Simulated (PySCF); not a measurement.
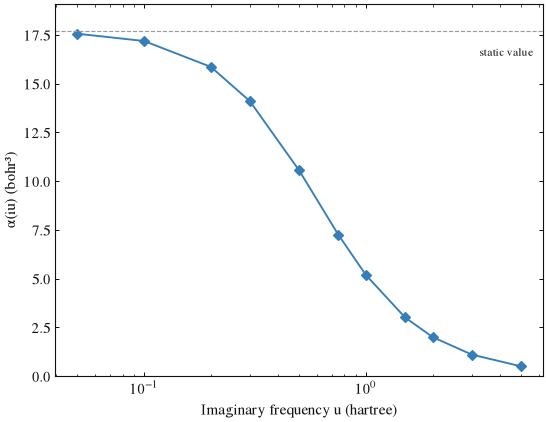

Dipole polarisability at imaginary frequency of an atom or ion with 53 electrons in the configuration [Kr] 4d¹⁰ 5s² 5p⁵. Coupled response at the MN15 level; PySCF, aug-cc-pVQZ-DK3, spin-free X2C-1e, unrestricted single determinants, no spin-orbit coupling.

**Which species is it, and what does the curve give?**

Xe II (Xe⁺). The static dipole polarisability is 17.7 bohr³; α(iu) falls to half of it near u = 0.62 hartree. The Casimir–Polder integral gives C₆ = 148 hartree bohr⁶ for two such species.
